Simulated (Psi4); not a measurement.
# UB3LYP/6-31G(d) (Cartesian functions) run of CH5OSi (SMILES [CH2]O[SiH3])

What is the vertical doublet–quartet gap of CH5OSi at UB3LYP/6-31G* (Cartesian functions)? 

The results are computed with Psi4 1.11.

1 further run of the same task is left out (set aside as unsound or not needed).

### Step 1. Starting point

CH5OSi: 8 atoms, total charge 0, spin state doublet. As SMILES, `[CH2]O[SiH3]`. The shape is that of a GFN2-xTB optimisation. This is one conformer, not always the lowest.

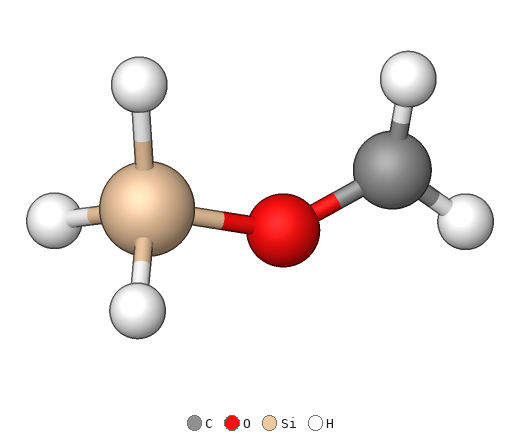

The structure, seen from a chosen angle (carbon grey, oxygen red, silicon light orange, hydrogen white).

### Step 2. Energy and gradient at UB3LYP/6-31G(d) (Cartesian functions)

File ch5osi.xyz:

```xyz
8
CH5OSi
C     -0.581920     0.826180    -1.214720
O     -0.012450    -0.205200    -0.592390
Si     0.424400    -0.667790     0.900730
H     -0.643270     0.771430    -2.283780
H     -0.837430     1.712660    -0.667600
H      0.108040     0.354200     1.898660
H      1.865790    -0.892550     0.813090
H     -0.323150    -1.898940     1.146010
```

File ch5osi_ase.py:

```python
import numpy as np
from ase.calculators.psi4 import Psi4
from ase.io import read

a = read('ch5osi.xyz')
calc = Psi4(atoms=a, method='b3lyp', basis='6-31G*', memory='1600MB', num_threads=1, charge=0, multiplicity=2, label='psi4-calc', reference='uks')
calc.psi4.set_options({'puream': False, 'e_convergence': 1e-09, 'd_convergence': 1e-08, 'scf_type': 'pk', 'dft_radial_points': 99, 'dft_spherical_points': 590, 'maxiter': 200})
a.calc = calc

forces = a.get_forces()
print(f'energy: {a.get_potential_energy():.6f} eV')
print('forces / eV A^-1')
print(np.round(forces, 5))
```

Launch:

```
$ python ch5osi_ase.py
```

psi4-calc.dat:

```text
[...]
  Running in c1 symmetry.
[...]
  Nuclear repulsion =  110.796601396130228
[...]
  Multiplicity = 2
[...]
  Nalpha       = 17
  Nbeta        = 16
[...]
    Number of basis functions: 59
[...]
   @UKS iter   1:  -405.63399954349364   -3.40898e-01   9.54510e-03 ADIIS/DIIS
[...]
   @UKS iter  12:  -405.77648372387790   -3.97904e-13   4.43124e-09 DIIS
[...]
   @S^2 Observed:                7.535729216E-01
[...]
    Orbital Energies [Eh]
    ---------------------
    Alpha Occupied:
       1A    -66.152486     2A    -19.167215     3A    -10.224915
       4A     -5.303210     5A     -3.663654     6A     -3.660689
       7A     -3.660304     8A     -1.047006     9A     -0.685825
      10A     -0.552688    11A     -0.474764    12A     -0.467031
      13A     -0.427861    14A     -0.367085    15A     -0.342929
      16A     -0.312494    17A     -0.163190
    Alpha Virtual:
      18A      0.012520    19A      0.080669    20A      0.084804
      21A      0.124388    22A      0.141189    23A      0.178743
      24A      0.200838    25A      0.217958    26A      0.231576
[...]
  @UKS Final Energy:  -405.77648372387790
   => Energetics <=
    Nuclear Repulsion Energy =            110.7966013961302281
    One-Electron Energy =                -778.8111656342455262
    Two-Electron Energy =                 291.9914011405988958
    DFT Exchange-Correlation Energy =     -29.7533206263614787
    Empirical Dispersion Energy =           0.0000000000000000
    VV10 Nonlocal Energy =                  0.0000000000000000
    Total Energy =                       -405.7764837238779023
[...]
 Multipole Moments:
 ------------------------------------------------------------------------------------
     Multipole            Electronic (a.u.)      Nuclear  (a.u.)        Total (a.u.)
 ------------------------------------------------------------------------------------
 L = 1.  Multiply by 2.5417464519 to convert [e a0] to [Debye]
 Dipole X            :          0.2317294           -0.2071559            0.0245736
 Dipole Y            :         -0.8126713            0.9557711            0.1430998
 Dipole Z            :         -0.4151310            0.7072328            0.2921018
 Magnitude           :                                                    0.3261976
[...]
  -Total Gradient:
     Atom            X                  Y                   Z
    ------   -----------------  -----------------  -----------------
       1        0.007730139635    -0.009716745255     0.004598724650
       2       -0.001330260908     0.007491861467     0.017969951613
       3       -0.001612311031     0.002282429742    -0.002857173558
       4       -0.000301116942     0.001041329379     0.006968156595
       5        0.001486977937    -0.007448041896    -0.005647929480
       6        0.001613591971    -0.006200957370    -0.008285788975
       7       -0.009049668744     0.003900724156    -0.005630125613
       8        0.001468779814     0.008643087365    -0.007109374189
[...]
```

On the terminal:

```text
energy: -11041.740538 eV
forces / eV A^-1
[[-0.3975   0.49966 -0.23648]
 [ 0.0684  -0.38525 -0.92405]
 [ 0.08291 -0.11737  0.14692]
 [ 0.01548 -0.05355 -0.35832]
 [-0.07646  0.38299  0.29043]
 [-0.08297  0.31887  0.42607]
 [ 0.46535 -0.20058  0.28951]
 [-0.07553 -0.44445  0.36558]]
```

It took 29 s on 1 thread of Intel Xeon Platinum 8259CL at 2.50GHz (Skylake/Cascade Lake), shared host; peak memory 0.94 GiB.

### Step 3. The quartet: a single-point energy at UB3LYP/6-31G(d) (Cartesian functions)

File calc.in:

```
memory 1.6 GB

molecule geom {
  0 4
  C
  O 1 R2
  Si 2 R3 1 A3
  H 1 R4 2 A4 3 D4
  H 1 R5 4 A5 2 D5
  H 3 R6 2 A6 1 D6
  H 3 R7 6 A7 2 D7
  H 3 R8 7 A8 6 D8

  R2 = 1.332417
  R3 = 1.623033
  A3 = 139.93731
  R4 = 1.072218
  A4 = 116.78359
  D4 = 176.05904
  R5 = 1.072601
  A5 = 122.4903
  D5 = 171.84224
  R6 = 1.463015
  A6 = 111.72841
  D6 = -0.25111
  R7 = 1.461439
  A7 = 111.19907
  D7 = 116.61493
  R8 = 1.461069
  A8 = 112.65007
  D8 = -125.7526
  symmetry c1
}

set globals {
  basis                6-31G*
  reference            uks
  puream               false
  e_convergence        1e-09
  d_convergence        1e-08
  scf_type             pk
  dft_radial_points    99
  dft_spherical_points 590
  maxiter              200
}

E = energy("b3lyp")
```

Launch:

```
$ psi4 -n 1 calc.in calc.out
```

calc.out:

```text
[...]
  Running in c1 symmetry.
[...]
  Nuclear repulsion =  110.796586820236115
[...]
  Multiplicity = 4
[...]
  Nalpha       = 18
  Nbeta        = 15
[...]
    Number of basis functions: 59
[...]
   @UKS iter   1:  -405.34775691821653   -5.46555e-02   9.25822e-03 DIIS/ADIIS
[...]
   @UKS iter  18:  -405.50126452221713   -1.97247e-11   7.16204e-09 DIIS
[...]
   @S^2 Observed:                3.758529961E+00
[...]
    Orbital Energies [Eh]
    ---------------------
    Alpha Occupied:
       1A    -66.152208     2A    -19.266522     3A    -10.274885
       4A     -5.303153     5A     -3.664888     6A     -3.661654
       7A     -3.658927     8A     -1.133805     9A     -0.744684
      10A     -0.605784    11A     -0.547768    12A     -0.512127
      13A     -0.488913    14A     -0.416609    15A     -0.386570
      16A     -0.348725    17A     -0.214319    18A     -0.053403
    Alpha Virtual:
      19A      0.057322    20A      0.069250    21A      0.093271
      22A      0.120009    23A      0.151927    24A      0.163074
      25A      0.198140    26A      0.230263    27A      0.252362
[...]
  @UKS Final Energy:  -405.50126452221713
   => Energetics <=
    Nuclear Repulsion Energy =            110.7965868202361150
    One-Electron Energy =                -777.5535132494907202
    Two-Electron Energy =                 290.9043267927405054
    DFT Exchange-Correlation Energy =     -29.6486648857030772
    Empirical Dispersion Energy =           0.0000000000000000
    VV10 Nonlocal Energy =                  0.0000000000000000
    Total Energy =                       -405.5012645222171273
[...]
 Multipole Moments:
 ------------------------------------------------------------------------------------
     Multipole            Electronic (a.u.)      Nuclear  (a.u.)        Total (a.u.)
 ------------------------------------------------------------------------------------
 L = 1.  Multiply by 2.5417464519 to convert [e a0] to [Debye]
 Dipole X            :          0.0634036           -0.1157572           -0.0523536
 Dipole Y            :          1.2411293           -1.0932269            0.1479025
 Dipole Z            :         -0.8618072           -0.4980423           -1.3598495
 Magnitude           :                                                    1.3688706
[...]
```

Wall time 33 s (1 thread of Intel Xeon Platinum 8259CL at 2.50GHz (Skylake/Cascade Lake), shared host); peak memory 0.93 GiB.

### Step 4. Summary of results

At UB3LYP/6-31G* (Cartesian functions):

```
                                        quantity          value
                           doublet: total energy  -405.77648 Eh
                          doublet: dipole moment         0.83 D
     doublet: HOMO energy (highest over α and β)       -4.44 eV
      doublet: LUMO energy (lowest over α and β)       -0.33 eV
                                   doublet: ⟨S²⟩          0.754
               doublet: largest force on an atom     1.003 eV/Å
                           quartet: total energy  -405.50126 Eh
                          quartet: dipole moment         3.48 D
     quartet: HOMO energy (highest over α and β)       -1.45 eV
                                   quartet: ⟨S²⟩          3.759
vertical energy of the quartet above the doublet       7.489 eV
```

In words: At this shape the quartet lies 7.49 eV (173 kcal/mol) above the doublet. The largest force (doublet) is 1.00 eV/Å: the shape isn't a stationary point for this species at this level.
